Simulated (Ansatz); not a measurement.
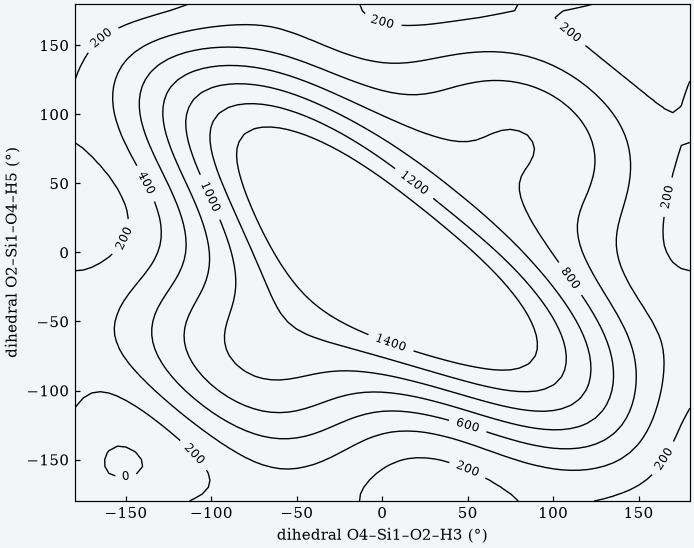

Energy landscape of Si(OH)2Cl2. Coordinates scanned: (1) dihedral O4–Si1–O2–H3; (2) dihedral O2–Si1–O4–H5. Nothing is relaxed (all other coordinates rigid). The grid has 18 × 18 points; 171 points were computed and 153 follow by symmetry. Points are written as (first, second). Energies: cm⁻¹, counted from the lowest grid point. All numbers below come from Ansatz 0.2.0, RKS PBE0-D4/def2-SVP.

The picture shows contour lines labelled in cm⁻¹ (none above 1400). Between grid points the surface is interpolated. 

Describe this landscape.

Answer. The lowest grid point is at (−160°, −160°). There is a further well near (−180°, 20°) (130 cm⁻¹ above the lowest at that grid point). The highest grid point, (0°, 0°), lies 2047 cm⁻¹ above the lowest. Round the minimum the two coordinates are weakly coupled (coupling 0.09 in units of the two stiffnesses).

Grid values (cm⁻¹):

| dihedral O2–Si1–O4–H5 ↓, dihedral O4–Si1–O2–H3 → | −160 | −120 | −80 | −40 | 0 | 40 | 80 | 120 | 160 |
| --- | --- | --- | --- | --- | --- | --- | --- | --- | --- |
| 160 | 192 | 381 | 449 | 346 | 231 | 250 | 262 | 166 | 89 |
| 120 | 370 | 838 | 1030 | 822 | 570 | 593 | 625 | 398 | 166 |
| 80 | 300 | 889 | 1433 | 1434 | 1032 | 804 | 812 | 625 | 262 |
| 40 | 152 | 634 | 1384 | 1829 | 1609 | 1069 | 804 | 593 | 250 |
| 0 | 186 | 535 | 1134 | 1760 | 2047 | 1609 | 1032 | 570 | 231 |
| −40 | 355 | 713 | 1063 | 1372 | 1760 | 1829 | 1434 | 822 | 346 |
| −80 | 322 | 704 | 1030 | 1063 | 1134 | 1384 | 1433 | 1030 | 449 |
| −120 | 90 | 337 | 704 | 713 | 535 | 634 | 889 | 838 | 381 |
| −160 | 0 | 90 | 322 | 355 | 186 | 152 | 300 | 370 | 192 |

The table holds every second grid line.

Each point was launched as `ansatz run input.yaml --threads 1 --pin off --max-ram 2560MiB --backend cpu --events-out ev --progress --plain --runs-dir out`. The whole map (171 points run) took 5.8 min on 1 thread of Intel(R) Xeon(R) 6975P-C (Granite Rapids), on a shared host.
